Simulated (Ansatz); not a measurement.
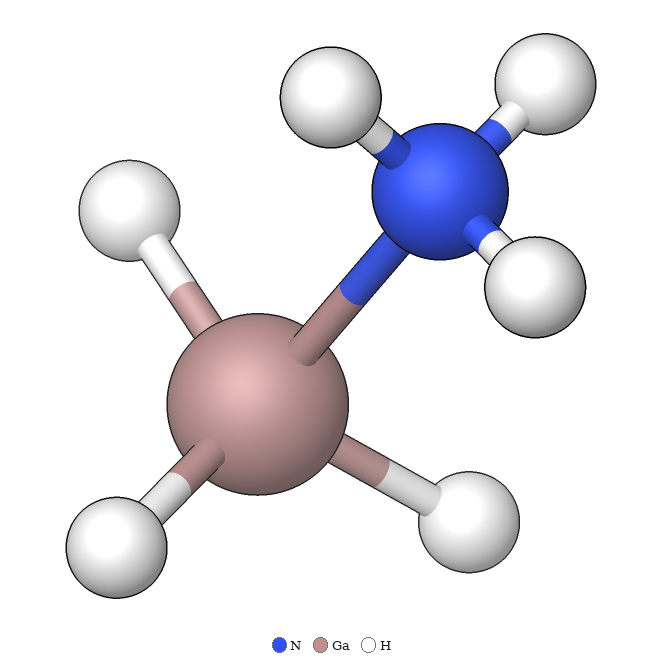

The geometry was computed by an optimisation with PBE0-D4/def2-TZVP. No frequency run is at hand to confirm it as a minimum.

Draw it as a skeletal formula.

SMILES: [NH3+][GaH3-]

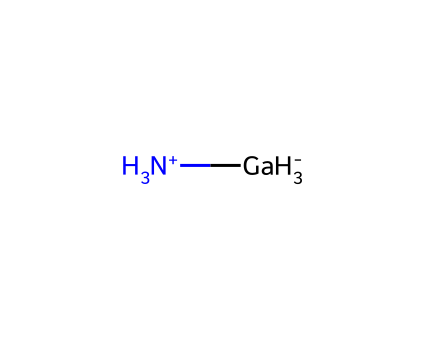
